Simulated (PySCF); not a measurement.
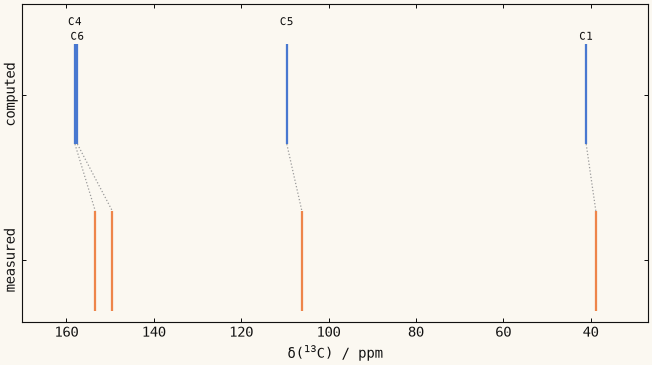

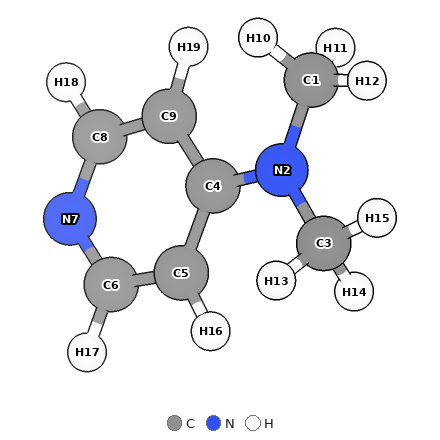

¹³C shifts of C₇H₁₀N₂, SMILES CN(C)c1ccncc1 against TMS: GIAO ωB97X-D/pcSseg-1 (PySCF) for one gas-phase conformer (PBE0-D3(BJ)/def2-SVP, like atoms averaged; labels name one atom of each set) above, published measurements (CCl4) below; dotted lines join the same nuclei. Only nuclei with a measured value are shown, one named for each set of like atoms.

### Is the order of the signals reproduced?

Yes, no dotted lines cross.

### How well does the calculation match?

Mean error 4.6 ppm, mean absolute error 4.6 ppm; the largest is 8.0 ppm, for C6.
